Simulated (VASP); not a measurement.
Band structure of TiS2 (1T layered). Computed with PBE GGA with D3 dispersion (zero damping), VASP's PBE PAW potentials (set 64) (plane waves; VASP).

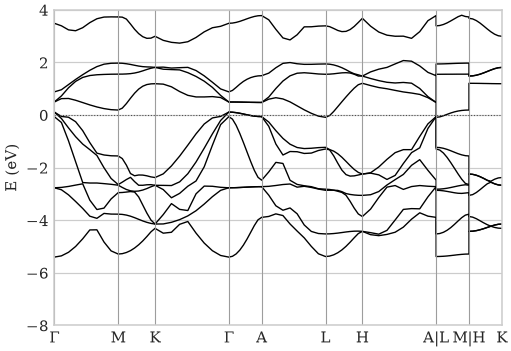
Fig. 1. Bands along high-symmetry lines, zero at the valence-band maximum or, without a gap, the Fermi level

### Question
Read the plot: is there a gap, and where are the band edges?

### Answer
It has no gap at this level: it comes out as a metal or semimetal. (Edges off the drawn lines would not show.)

The compound is TiS2 in the 1T layered structure. It was relaxed first.
